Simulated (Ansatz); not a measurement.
# Response to strain in FeCo

The parent structure is FeCo in the CsCl type structure (space group Pm-3m, No. 221; a = 2.8444 Å; ferromagnetic; relaxed with 0.1 eV smearing).

Strains are applied to the cell and any free atomic positions relax.

Computed with PBE (Ansatz, a first-principles code, PAW, no spin-orbit coupling).

Notes on the quantities. energy relative to the base: free energy F.

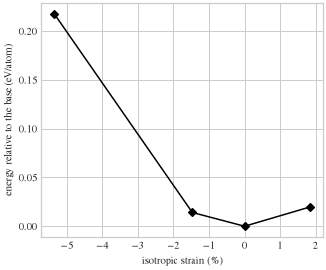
Figure. Energy relative to the base against isotropic strain

Question: From the plot, what is the energy relative to the base for isotropic strain +1.85 %?

Answer: About 0.02 eV/atom.

Question: Is the trend monotonic over the range shown?

Answer: No, it turns within the range, spanning 0 meV/atom to +0.218 eV/atom.

Other magnetic orders, which the real material may have, were not ruled out. Stability against distortions was not tested.
